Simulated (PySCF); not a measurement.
# Tb(OH)3: how tightly the ligands are held

Aim: take one ligand of each kind off Tb(OH)3, with both parts rigid, and scan its distance from the metal. The structure is generated, not taken from experiment.

Method: PBE0, Tb lcecp-1-SVP with ECP54, O def2-SVP, H def2-SVP; scalar-relativistic core potentials, no spin–orbit coupling; program: PySCF 2.14.0.

1 further run of the same task is left out (for a known fault of the program).

### Step 1. Starting geometry

7 atoms, charge 0, spin multiplicity 1.

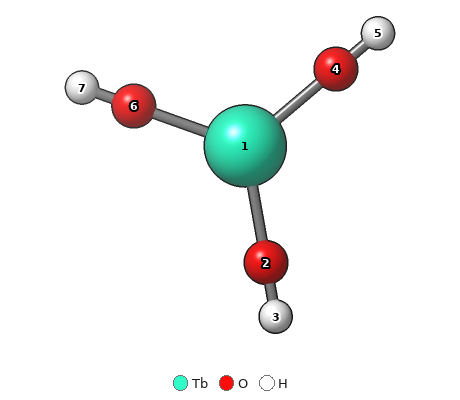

The geometry (terbium teal, oxygen red, hydrogen white); atoms are numbered from 1 in the order of the file.

As a file:

```xyz
7
H3O3Tb
Tb    0.00000    0.00000    0.12979
O     2.05885   -0.00001    0.14235
H     3.01443   -0.00002    0.15262
O    -1.02941    1.78302    0.14235
H    -1.50720    2.61059    0.15262
O    -1.02944   -1.78301    0.14235
H    -1.50723   -2.61057    0.15262
```

Formal oxidation states: Tb +3. Each metal's 8 4f electrons lie in its core potential, so multiplicities, spins and levels count the valence alone. An earlier session relaxed this geometry at PBE0, Tb lcecp-1-SVP with ECP54, O def2-SVP, H def2-SVP (singlet, point group C3v).

### Step 2. OH taken off

The ligand (atoms 2, 3) keeps its formal charge and a closed shell where it can; ligand and rest are solved at the complex's geometry, in vacuum, with the settings of the relaxation.

| part | charge | state | energy (Eh) |
| --- | --- | --- | --- |
| complex | 0 | singlet | -263.727291 |
| ligand | -1 | singlet | -75.579178 |
| rest | 1 | singlet | -187.736812 |

It took 0.7 s on 2 threads of Arm Neoverse V2, shared host.

### Step 3. Rigid scan of OH

Atoms 2, 3 move together along the line from atom 1; the distance is to the donor, the donors' midpoint or the ring centre. Each point starts from the density of the one before.

| distance (Å) | energy from the relaxed point (eV) |
| --- | --- |
| 1.76 | 1.437 |
| 1.86 | 0.547 |
| 1.96 | 0.118 |
| 2.06 | 0.000 |
| 2.16 | 0.089 |
| 2.26 | 0.310 |
| 2.46 | 0.963 |
| 2.76 | 2.092 |
| 3.16 | 3.462 |
| 3.66 | 4.772 |

Wall time 9.9 s (2 threads of Arm Neoverse V2, shared host).

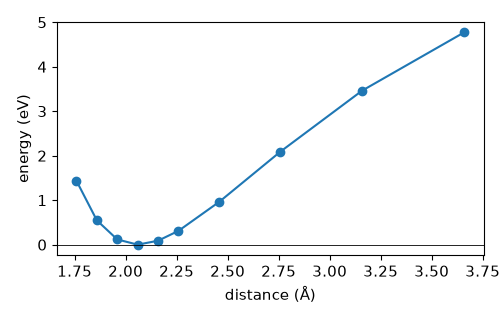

Energy along the rigid scan of OH.

### Step 4. Outcome

```
                   quantity       value
              taking off OH    11.19 eV
stiffness of the OH contact  20.6 eV/Å²
```

In words: Taking off OH as a fragment of charge -1 costs 11.19 eV, much of it the attraction of the two charges. Near 2.06 Å the OH contact has a stiffness of about 20.6 eV/Å², and the energy stands 4.77 eV higher at 3.66 Å. The free anion is solved without diffuse functions, no counterpoise correction is made, and the parts aren't relaxed; each of these makes the binding look larger. The bases are small and lack diffuse functions. Spin–orbit coupling is left out.
